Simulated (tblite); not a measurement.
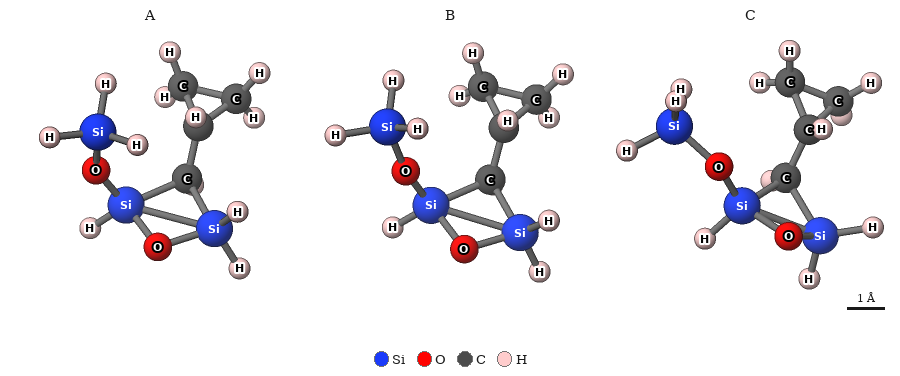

3 geometries from one relaxation of C4H12O2Si3, in shuffled order. Style: ball-and-stick. Shown at a tilt.

Theory: GFN2-xTB geometry optimisation, gas phase in tblite 0.8.0. 

Order the frames from highest to lowest energy.

C, B, A. They are steps 0, 84, 134, at +44.7 kJ/mol, +5.03 kJ/mol relative to the last. The energy falls by 44.7 kJ/mol in 134 geometry steps. The largest move after the best rigid fit is that of an H atom, 2.06 Å. By element the largest moves are H 2.06 Å, O 1.07 Å, Si 0.87 Å, C 0.55 Å. Some distances before and after: Si–Si 2.417 → 2.551 Å, O–Si 1.655 → 1.610 Å, H–Si 1.478 → 1.446 Å, H–Si 1.491 → 1.464 Å. Bond angles that change, for instance: Si–Si–H 106.0° → 130.4°, O–Si–Si 140.1° → 120.8°, Si–Si–H 138.9° → 119.8°. Groups turn about O–Si by about 145°, O–Si by about 125°, O–Si by about 30°. Cost: 1.3 s on 1 thread of Arm Neoverse V2, on a shared host.
